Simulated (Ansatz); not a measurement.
**HfO2 with a defect (Ge on a Hf site): a single-point run**

The task is a single point on HfO2 with a defect (Ge on a Hf site) that gives the gradients at the nuclei.

Computed with Ansatz 0.2.0 (DFT, PBE, plane-wave PAW, default files, scalar-relativistic, unless a step's input says otherwise).

1 further run of the same task is left out (it didn't finish).

## Step 1: The system as given

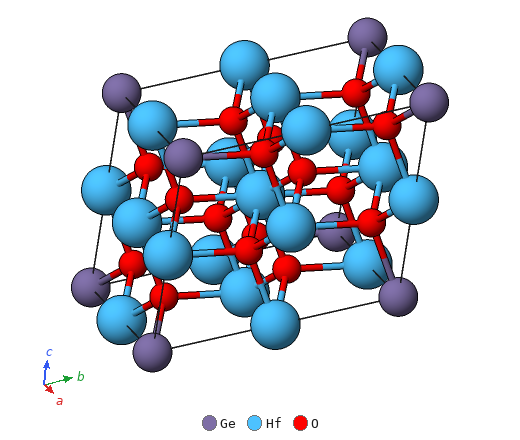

The starting structure, seen slightly off an axis (germanium purple, hafnium blue, oxygen red). Atoms on the faces are drawn again on the opposite ones.

Coordinates:

```xyz
24
Lattice="0.0000 5.1150 5.1150 5.1150 0.0000 5.1150 5.1150 5.1150 0.0000" Properties=species:S:1:pos:R:3 pbc="T T T"
Ge    0.0000    0.0000    0.0000
Hf    2.5575    2.5575    0.0000
Hf    2.5575    0.0000    2.5575
Hf    5.1150    2.5575    2.5575
Hf    0.0000    2.5575    2.5575
Hf    2.5575    5.1150    2.5575
Hf    2.5575    2.5575    5.1150
Hf    5.1150    5.1150    5.1150
O     1.2788    1.2788    1.2788
O     3.8363    3.8363    1.2788
O     3.8363    1.2788    3.8363
O     6.3938    3.8363    3.8363
O     1.2788    3.8363    3.8363
O     3.8363    6.3938    3.8363
O     3.8363    3.8363    6.3938
O     6.3938    6.3938    6.3938
O     3.8363    3.8363    3.8363
O     6.3938    6.3938    3.8363
O     6.3937    3.8363    6.3938
O     8.9512    6.3938    6.3938
O     3.8363    6.3937    6.3937
O     6.3938    8.9512    6.3937
O     6.3937    6.3937    8.9512
O     8.9512    8.9512    8.9512
```

## Step 2: Running it

The input, input.yaml:

```yaml
crystal:
  lattice:
    - [0.0, 5.115, 5.115]
    - [5.115, 0.0, 5.115]
    - [5.115, 5.115, 0.0]
  atoms:
    - { symbol: Ge, position: [0.0, 0.0, 0.0] }
    - { symbol: Hf, position: [0.0, 0.0, 0.5] }
    - { symbol: Hf, position: [0.0, 0.5, 0.0] }
    - { symbol: Hf, position: [0.0, 0.5, 0.5] }
    - { symbol: Hf, position: [0.5, 0.0, 0.0] }
    - { symbol: Hf, position: [0.5, 0.0, 0.5] }
    - { symbol: Hf, position: [0.5, 0.5, 0.0] }
    - { symbol: Hf, position: [0.5, 0.5, 0.5] }
    - { symbol: O, position: [0.125, 0.125, 0.125] }
    - { symbol: O, position: [0.125, 0.125, 0.625] }
    - { symbol: O, position: [0.125, 0.625, 0.125] }
    - { symbol: O, position: [0.125, 0.625, 0.625] }
    - { symbol: O, position: [0.625, 0.125, 0.125] }
    - { symbol: O, position: [0.625, 0.125, 0.625] }
    - { symbol: O, position: [0.625, 0.625, 0.125] }
    - { symbol: O, position: [0.625, 0.625, 0.625] }
    - { symbol: O, position: [0.375, 0.375, 0.375] }
    - { symbol: O, position: [0.375, 0.375, 0.875] }
    - { symbol: O, position: [0.375, 0.875, 0.375] }
    - { symbol: O, position: [0.375, 0.875, 0.875] }
    - { symbol: O, position: [0.875, 0.375, 0.375] }
    - { symbol: O, position: [0.875, 0.375, 0.875] }
    - { symbol: O, position: [0.875, 0.875, 0.375] }
    - { symbol: O, position: [0.875, 0.875, 0.875] }
kpoints:
  mp_grid: { grid: [3, 3, 3] }
scf:
  occupations: { method: fermi_dirac, width: 0.01 }
  max_iter: 100
hamiltonian:
  xc: pbe
  pseudopotentials: { kind: paw }
output:
  forces: true
  stress: true
  populations: true
  efg:
    quadrupole_moments_barn: { Ge: -0.196, Hf: 3.365, O: -0.02558 }
    contact_densities: true
magnetization:
  spin_polarized: 2.5
```

Launch:

```sh
$ ansatz run input.yaml --threads 1 --pin off --max-ram 3072MiB --backend cpu --events-out ev --progress --plain --runs-dir out
```

Log:

```text
Error: YAML parse error: error: line 47 column 19: invalid boolean (strict mode expects true/false)
  --> <input>:47:19
   |
45 |     contact_densities: true
46 | magnetization:
47 |   spin_polarized: 2.5
   |                   ^ invalid boolean (strict mode expects true/false)
```

Run time: 0.04 s. Hardware: 1 thread of AMD EPYC 9R14 (Zen 4), shared host; peak memory 0.031 GiB.

## Step 3: What went wrong

The run ended at the input check. It says: «line 47 column 19: invalid boolean (strict mode expects true/false)»

Look at the input: magnetization.spin_polarized is 2.5. A value is not one that its key takes.

Fix: delete magnetization.spin_polarized (the default then holds).

## Step 4: Second try

Besides the cure, the input differs in scf.max_iter.

Edit input.yaml of step 2 so:

```diff
@@ -34,3 +34,2 @@
   occupations: { method: fermi_dirac, width: 0.01 }
-  max_iter: 100
 hamiltonian:
@@ -45,3 +44 @@
     contact_densities: true
-magnetization:
-  spin_polarized: 2.5
```

Launch:

```sh
$ ansatz run input.yaml --threads 1 --pin off --max-ram 3072MiB --backend cpu --events-out ev --progress --plain --runs-dir out
```

Excerpt of the output:

```text
[...]
Basis set: ecut = 420 eV, 5209 PW (Γ), exchange–correlation on 100×100×100 points (8 copies of the dense FFT grid, shifted against one another)
[...]
k-points: 4 of 27
[...]
SCF iter   1: F=—  HF=-123456.783107 eV  |F-HF|=—  |Δ(HF+E_count)|=         —  Δρ=4.20e-3  dr2=5.09e-2  ethr=1.77e-3  ⟨swp⟩=5.2  Hψ=2062  notcnv=0  defer=46
preconditioner: auto → Resta (q_TF=auto, 2.768 Å⁻¹)  ε∞=5.4  [insulator: Δε(μ)=0.744 eV  Ē_g=18.103 eV  σ=0.010 eV  W_gap=1.00  n_scr=112 (ndim 8)  ℏωp=37.8 eV  f_vac=0.067  D(μ)=0.00/eV (n_scr^D=0)  ε∞_Penn≈5.4]
SCF iter   2: F=—  HF=-123456.775610 eV  |F-HF|=—  |Δ(HF+E_count)|=   7.50e-3  Δρ=2.21e-3  dr2=1.01e-2  ethr=1.74e-5  ⟨swp⟩=2.0  Hψ=1310  notcnv=0  defer=94
[...]
SCF iter   8: F=—  HF=-123456.775086 eV  |F-HF|=—  |Δ(HF+E_count)|=   3.81e-7  Δρ=9.68e-6  dr2=1.75e-7  ethr=3.28e-10  ⟨swp⟩=2.0  Hψ=1082  notcnv=0  defer=94
SCF iter   9: F=-123456.775086 eV  HF=-123456.775086 eV  |F-HF|=1.24e-8  |Δ(HF+E_count)|=   4.42e-8  Δρ=2.02e-6  dr2=9.36e-9  ethr=3.42e-11  ⟨swp⟩=9.0  Hψ=3083  notcnv=0
[...]
SCF converged after 9 iterations
Free energy (F): -123456.775086 eV
[...]
E sigma→0 (E₀):  -123456.775086 eV
Fermi energy:    14.982808 eV
[...]
  P = ⅓ Tr σ = -4.8337 GPa (-48.337 kbar)
[...]
```

Wall time 13 s (1 thread of AMD EPYC 9R14 (Zen 4), shared host); peak memory 0.82 GiB.

Like atoms gathered into sites:

```csv
site,atoms,distance from the defect (Å),V_zz (10²¹ V/m²),η,C_Q (MHz)
Ge,1,0.00,0.00,–,0 (⁷³Ge)
O9,"9, 10, 11, 13, …",2.21,4.58,0.00,-2.83 (¹⁷O)
Hf2,"2, 3, 4, 5, …",3.62,-3.22,0.14,-262 (¹⁷⁷Hf)
O12,"12, 14, 15, 16, …",4.24,0.79,0.00,-0.489 (¹⁷O)
Hf8,8,5.12,0.00,–,0 (¹⁷⁷Hf)
```

C_Q = eQV_zz/h, which is 24.18 MHz for Q = 1 b and V_zz = 10²¹ V/m²; η = (V_xx − V_yy)/V_zz. Nuclear quadrupole moments: year-2017 set (Pyykkö).

## Step 5: Outcome

| quantity | value |
| --- | --- |
| first try | refused |
| cause | value of the wrong kind |
| second try | converged, 9 SCF cycles |
| energy (zero set by the potentials) | -123456.7751 eV |
| pressure | -4.83 GPa |
| gap on the mesh | 0.68 eV |
| largest force | 0.604 eV/Å |
| largest V_zz in size | 4.58 × 10²¹ V/m² at O9 |

**Reading.** The second try converges in 9 SCF cycles. The largest force in the second run is 0.604 eV/Å, so the atoms are not at their relaxed places.

The gaps are Kohn-Sham values of a semilocal functional, not quasiparticle or optical gaps. Such gaps usually fall short of the measured ones.
